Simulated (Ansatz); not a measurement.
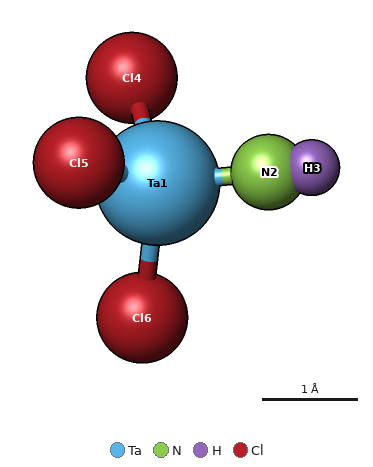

The structure (ball-and-stick view, seen at a tilt; atoms are numbered from 1 in the order of the input). Sticks mark near contacts.

**TaNHCl3: single-point calculation**

- system: TaNHCl3 (Ta(NH)Cl3)
- method: RKS PBE0/def2-TZVP (Ansatz 0.2.0)

Some settings of this run were made unusual or wrong on purpose. The geometry comes from this level: PBE0-D4/def2-SVP.

Input:
```yaml
crystal:
  periodic: [false, false, false]
  atoms:
    - {symbol: Ta, position_ang: [-0.003306, -0.001897, -0.291626]}
    - {symbol: N, position_ang: [0.010008, 0.005899, 0.929137]}
    - {symbol: H, position_ang: [0.018464, 0.009110, 1.404640]}
    - {symbol: Cl, position_ang: [1.531981, -0.001262, -0.778463]}
    - {symbol: Cl, position_ang: [-0.671750, 1.138981, -0.757403]}
    - {symbol: Cl, position_ang: [-0.666542, -1.341969, -0.740398]}
basis:
  gaussian: {orbitals: def2-TZVP, point_charges: [{charge: 2.00, position_ang: [5.989, -0.810, 0.854]}]}
hamiltonian: {xc: {name: PBE0}}
scf: {lower_state_search: light}
```

Machine: 4 threads of Arm Neoverse V2, 23 GiB of memory available, shared host.

Launched with:
```bash
ansatz run in.yaml --threads 4 --pin off --events-out ev --progress --plain --max-ram 3916MiB
```

Log:
```
Functional definition: PBE0
  name "PBE0"
  cite "Adamo & Barone, J. Chem. Phys. 110, 6158 (1999) doi:10.1063/1.478522"
  cite "Perdew, Burke & Ernzerhof, Phys. Rev. Lett. 77, 3865 (1996) doi:10.1103/PhysRevLett.77.3865"
  parent pbe
  parameter a = 0.25
  parameter kappa = 0.804
  parameter beta = 0.06672455060314922
  exchange = (1 - a)*pbe_x(kappa = kappa, mu = beta*pi^2/3) + a*exact_x
  correlation = pbe_c(beta = beta)
1411 factors; their error is unknown
mean field evaluation 1: about -40477.8328 eV, gradient 1.5e2 eV
mean field evaluation 2: about -40274.6312 eV, gradient 3.2e2 eV
mean field evaluation 4: about -40515.5886 eV, gradient 2.4e1 eV
mean field evaluation 8: about -40516.6630 eV, gradient 2.8e-1 eV
mean field evaluation 16: about -40516.7848 eV, gradient 2.5e-4 eV
mean field -40516.78475677 eV, -1488.9643765481 hartree, gradient 6.7e-5 eV, S^2 0.000000; 0 other end points of the search recorded, 0 dependent functions left out
reference -40516.78478764 eV, -1488.9643776825 hartree; 36, 36 occupied and 152, 152 virtual orbitals, 1411 factors
Total energy: -40516.78478764 eV, -1488.9643776825 hartree
```

Outcome:

```tsv
quantity	value
outcome	converged
total energy	−40516.7848 eV
SCF solution under orbital rotations	stable
wall time	2.4 s (CPU time 8.7 s)
peak memory	0.48 GiB
```

A setting was made wrong on purpose: squeeze. The program still converged, but the numbers can't be taken as results for the intended system.
